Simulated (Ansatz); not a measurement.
# One shape, several levels: [AlH4]− (SMILES [H][Al-]([H])([H])[H])

We compute a comparison of 6 runs (PBE/3-21G, PBE0/3-21G, UPBE/6-31G, UPBE0/3-21G, revPBE/3-21G, CCSDTQ/3-21G) of [AlH4]−. 

Program for the calculation: Ansatz 0.2.0.

6 further runs of the same task are left out: 6 that didn't finish.

**1. Starting point**

[AlH4]−: 5 atoms, total charge -1, spin state singlet. As SMILES, `[H][Al-]([H])([H])[H]`. The H2–Al1 distance was set to 4.068 Å, away from the relaxed value. At this shape a bond of the SMILES string is far longer than usual.

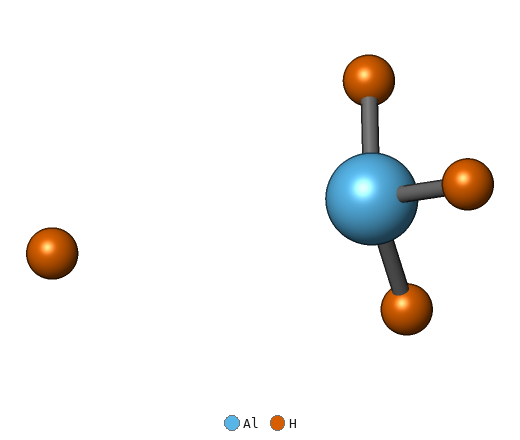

The structure, seen from a chosen angle (aluminium blue, hydrogen orange).

**2. A single-point energy at PBE/3-21G (run 1)**

input.yaml

```yaml
crystal:
  periodic: [false, false, false]
  atoms:
    - {symbol: Al, position_ang: [-0.022915, 0.026280, -2.440617]}
    - {symbol: H, position_ang: [0.012860, -0.019320, 1.627070]}
    - {symbol: H, position_ang: [1.508575, 0.040360, -2.993487]}
    - {symbol: H, position_ang: [-0.795375, 1.361480, -2.960747]}
    - {symbol: H, position_ang: [-0.789005, -1.299360, -2.994657]}
basis:
  gaussian:
    orbitals: 3-21G.json
total_charge: -1
hamiltonian:
  xc: {name: PBE}
accuracy: high
```

The basis set 3-21G is read from a file made from the Basis Set Exchange's data (not shown).

Launch:

```console
$ ansatz run input.yaml --threads 1 --pin off --max-ram 2610MiB --events-out events.jsonl --progress --plain --runs-dir runs
```

Log:

```text
Warning: RAYON_NUM_THREADS=1 ignored (pool sized by the plan → 1); use --threads N
Functional definition: PBE
  name "PBE"
  parameter kappa = 0.804
  parameter beta = 0.06672455060314922
  exchange = pbe_x(kappa = kappa, mu = beta*pi^2/3)
  correlation = pbe_c(beta = beta)
408 factors; integrals over basis functions are off by at most 4.0e-9 eV
mean field evaluation 1: about -6614.5278 eV, gradient 1.8e1 eV
mean field evaluation 2: about -6600.6421 eV, gradient 2.9e1 eV
mean field evaluation 4: about -6617.5675 eV, gradient 4.8e0 eV
mean field evaluation 8: about -6617.7721 eV, gradient 1.9e0 eV
mean field evaluation 16: about -6617.7971 eV, gradient 4.6e-4 eV
mean field -6617.79706433 eV, -243.1995564101 hartree, gradient 1.3e-8 eV, S^2 0.000000; 0 other end points of the search recorded, 0 dependent functions left out
reference -6617.79706805 eV, -243.1995565470 hartree; 9, 9 occupied and 12, 12 virtual orbitals, 408 factors
Total energy: -6617.79706805 eV, -243.1995565470 hartree
```

Run time: 0.93 s. Hardware: 1 thread of Arm Neoverse V1, shared host.

**3. The energy at PBE0/3-21G (run 2)**

run.yaml

```yaml
crystal:
  periodic: [false, false, false]
  atoms:
    - symbol: Al
      position_ang: [-0.022915, 0.026280, -2.440617]
    - symbol: H
      position_ang: [0.012860, -0.019320, 1.627070]
    - symbol: H
      position_ang: [1.508575, 0.040360, -2.993487]
    - symbol: H
      position_ang: [-0.795375, 1.361480, -2.960747]
    - symbol: H
      position_ang: [-0.789005, -1.299360, -2.994657]
basis:
  gaussian:
    orbitals: 3-21G.json
accuracy: high
total_charge: -1
hamiltonian:
  xc: pbe0
```

The basis set 3-21G is read from a file made from the Basis Set Exchange's data (not shown).

Launch:

```console
$ ansatz run run.yaml --threads 1 --pin off --max-ram 2610MiB --events-out events.jsonl --progress --plain --runs-dir runs
```

Log:

```text
Warning: RAYON_NUM_THREADS=1 ignored (pool sized by the plan → 1); use --threads N
Functional definition: PBE0
  name "PBE0"
  parameter a = 0.25
[... 2 set-up lines as earlier in the session ...]
  exchange = (1 - a)*pbe_x(kappa = kappa, mu = beta*pi^2/3) + a*exact_x
[... 1 set-up line as earlier in the session ...]
408 factors; integrals over basis functions are off by at most 4.0e-9 eV
mean field evaluation 1: about -6615.9322 eV, gradient 1.5e1 eV
mean field evaluation 2: about -6603.5141 eV, gradient 2.5e1 eV
mean field evaluation 4: about -6618.3888 eV, gradient 1.5e0 eV
mean field evaluation 8: about -6618.3922 eV, gradient 5.6e-1 eV
mean field evaluation 16: about -6618.3953 eV, gradient 2.7e-6 eV
mean field -6618.39530128 eV, -243.2215412126 hartree, gradient 7.9e-8 eV, S^2 0.000000; 0 other end points of the search recorded, 0 dependent functions left out
reference -6618.39530409 eV, -243.2215413160 hartree; 9, 9 occupied and 12, 12 virtual orbitals, 408 factors
Total energy: -6618.39530409 eV, -243.2215413160 hartree
```

Run time: 0.93 s. Hardware: 1 thread of Arm Neoverse V1, shared host.

Runs 3 to 4 aren't shown in full; the table further down has their settings and results.

**4. The energy at revPBE/3-21G (run 5)**

in.yaml

```yaml
crystal:
  periodic: [false, false, false]
  atoms:
    - symbol: Al
      position_ang: [-0.022915, 0.026280, -2.440617]
    - symbol: H
      position_ang: [0.012860, -0.019320, 1.627070]
    - symbol: H
      position_ang: [1.508575, 0.040360, -2.993487]
    - symbol: H
      position_ang: [-0.795375, 1.361480, -2.960747]
    - symbol: H
      position_ang: [-0.789005, -1.299360, -2.994657]
basis:
  gaussian: {orbitals: 3-21G.json}
hamiltonian: {xc: {name: revPBE}}
magnetization: {spin_polarized: false}
accuracy: high
total_charge: -1
```

The basis set 3-21G is read from a file made from the Basis Set Exchange's data (not shown).

Launch:

```console
$ ansatz run in.yaml --threads 1 --pin off --max-ram 2610MiB --events-out events.jsonl --progress --plain --runs-dir runs
```

Log:

```text
Warning: RAYON_NUM_THREADS=1 ignored (pool sized by the plan → 1); use --threads N
Functional definition: revPBE
  name "revPBE"
  parameter kappa = 1.245
[... 3 set-up lines as earlier in the session ...]
408 factors; integrals over basis functions are off by at most 4.0e-9 eV
mean field evaluation 1: about -6617.3337 eV, gradient 1.9e1 eV
mean field evaluation 2: about -6603.3151 eV, gradient 2.9e1 eV
mean field evaluation 4: about -6620.3720 eV, gradient 5.7e0 eV
mean field evaluation 8: about -6620.5863 eV, gradient 2.0e0 eV
mean field evaluation 16: about -6620.6113 eV, gradient 1.9e-3 eV
mean field -6620.61133279 eV, -243.3029788685 hartree, gradient 9.0e-8 eV, S^2 0.000000; 0 other end points of the search recorded, 0 dependent functions left out
reference -6620.61133744 eV, -243.3029790392 hartree; 9, 9 occupied and 12, 12 virtual orbitals, 408 factors
Total energy: -6620.61133744 eV, -243.3029790392 hartree
```

Run time: 0.93 s. Hardware: 1 thread of Arm Neoverse V1, shared host.

**5. A single-point energy at CCSDTQ/3-21G (run 6)**

in.yaml, as its differences from that of step 4:

```diff
@@ -14,6 +14,10 @@
 basis:
-  gaussian: {orbitals: 3-21G.json}
-hamiltonian: {xc: {name: revPBE}}
-magnetization: {spin_polarized: false}
+  gaussian:
+    orbitals: 3-21G.json
+total_charge: -1
+correlation:
+  method: ccsdtq
+  frozen_orbitals: {Al: 5, H: 0}
 accuracy: high
-total_charge: -1
+scf:
+  omitted_lower_state_checks: [cluster_reference, increment]
```

The basis set 3-21G is read from a file made from the Basis Set Exchange's data (not shown).

Launch:

```console
$ ansatz run in.yaml --threads 1 --pin off --max-ram 2610MiB --events-out events.jsonl --progress --plain --runs-dir runs
```

Log:

```text
Warning: RAYON_NUM_THREADS=1 ignored (pool sized by the plan → 1); use --threads N
[... 11 lines left out ...]
5 core orbitals not correlated: weight in the atoms' cores, before any rotation towards them, 1.000 or more for the frozen orbitals, at most 0.000 for the correlated occupied ones
[... 30 lines left out ...]
WARN: these amplitudes may be one of several solutions (largest doubles amplitude 0.62, level shift 0.51 eV)
Total energy: -6608.08294746 eV, -242.8425691995 hartree
Checks for a lower state left out: cluster_reference, increment
```

Run time: 6.3 s. Hardware: 1 thread of Arm Neoverse V1, shared host; peak memory 0.11 GiB.

**6. All runs side by side**

```tsv
run	level	frozen core orbitals	energy (Eh)	wall time
1	PBE/3-21G	–	-243.199557	0.93 s
2	PBE0/3-21G	–	-243.221541	0.93 s
3	UPBE/6-31G	–	-244.539850	4.2 s
4	UPBE0/3-21G	–	-243.234012	3.9 s
5	revPBE/3-21G	–	-243.302979	0.93 s
6	CCSDTQ/3-21G	5	-242.842569	6.3 s
```

**7. Outcome**

| quantity | value |
| --- | --- |
| run 6: total energy | -242.84257 Eh |
| run 6: correlation energy (5 core orbitals frozen) | -116.2 mEh |
| run 6: T1 diagnostic | 0.129 |

Totals of different functionals can't be ranked against each other. In run 6 the log says that unrestricted orbitals would lower the reference, so the values rest on an unstable closed-shell determinant (other closed-shell runs at this shape may share the fault). Spin contamination of the reference: run 4 ⟨S²⟩ = 0.63, run 3 ⟨S²⟩ = 0.44. Where it is this large, the reference is a mixture of spin states, and values that rest on it are in doubt. All runs together took 17 s, the longest 6.3 s.
